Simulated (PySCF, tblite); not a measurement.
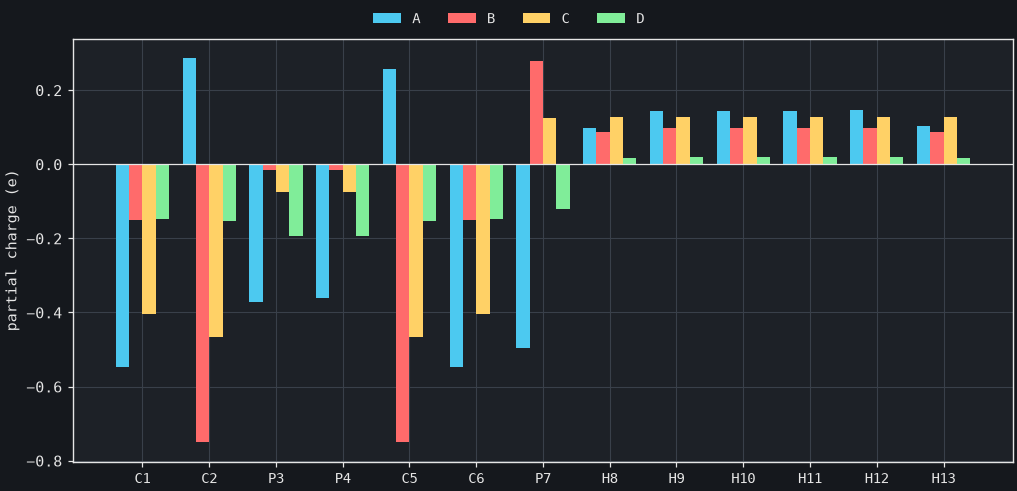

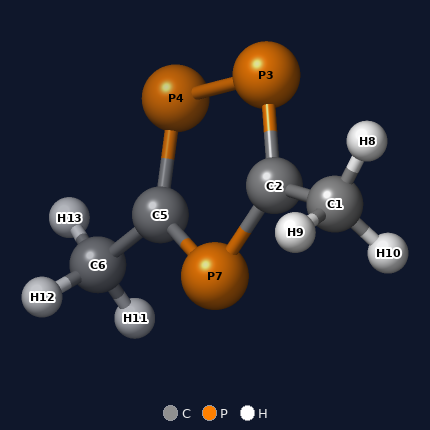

Atomic charges of C₄H₆P₃⁻, SMILES Cc1ppc(C)[p-]1 by 4 schemes, PBE0/pcSseg-1 with PySCF, at a GFN2-xTB geometry (a minimum by its frequencies).

The schemes are ESP fit, Hirshfeld, IAO and Mulliken. Which series is which?

A: ESP fit (C2 0.29 e); B: Mulliken (C2 −0.75 e); C: IAO (C2 −0.47 e); D: Hirshfeld (C2 −0.15 e).

Note: the tight-binding geometry is rougher than a DFT one and adds to the error; an anion in a basis that has no diffuse functions.
